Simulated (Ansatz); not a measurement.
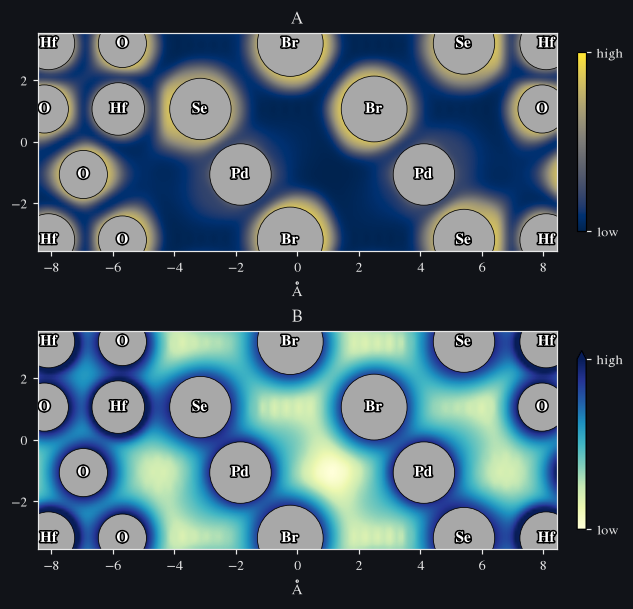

Hf2Pd2Se2Br2O3: 2 fields on the (110) plane of the conventional cell, with unlabelled colour scales. Grey discs cover the atomic cores.

Space group P-3m1; a generated structure, not necessarily the stable one.

Computed with Kohn-Sham DFT of a periodic cell, PBE with D3(BJ), Ansatz PAW (Ansatz).

> Match the panels to the quantities (electron localisation function and valence pseudo-density).

Panel A: electron localisation function. Panel B: valence pseudo-density. From the grid: Hf–O (2.13 Å): ρ at the midpoint is about 0.67 e/Å³; the ELF peaks at about 0.85 in the valence shell of O, 0.6 Å from its nucleus, and drops to about 0.15 between the two atoms (no localised pair shows between them). Pd–Se (2.50 Å): the density is about 0.5 e/Å³ at the midpoint; the ELF is about 0.40 at the midpoint.
